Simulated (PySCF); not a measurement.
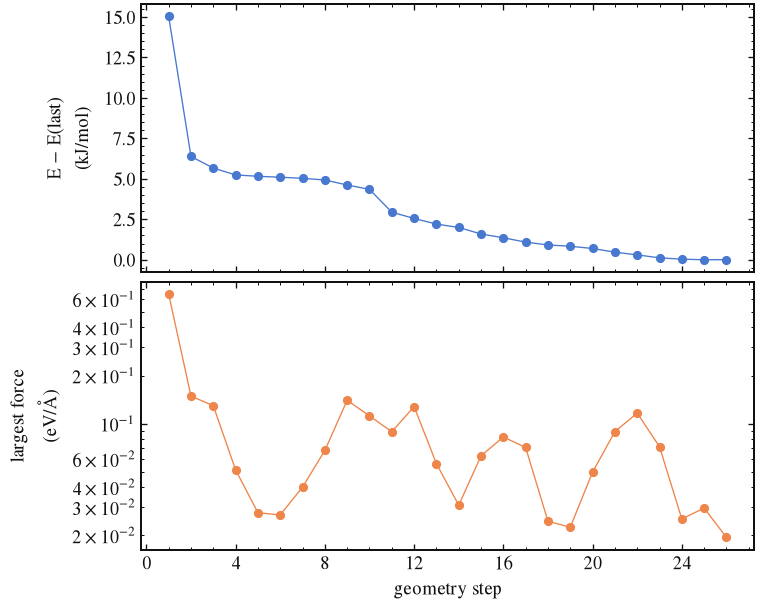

History of a geometry optimisation.

C4H13GaO (SMILES C[CH2][GaH2-][O+](C)C); PBE0-D3(BJ)/def2-SVP, geometry optimisation in PySCF.

How did it end, and what did it gain?

Answer. The optimisation met its thresholds at geometry 26, counting the start as the first. The energy fell by about 15 kJ/mol from the first step to the last. The largest force goes from about 0.65 eV/Å at the start to 0.019 eV/Å at the end.
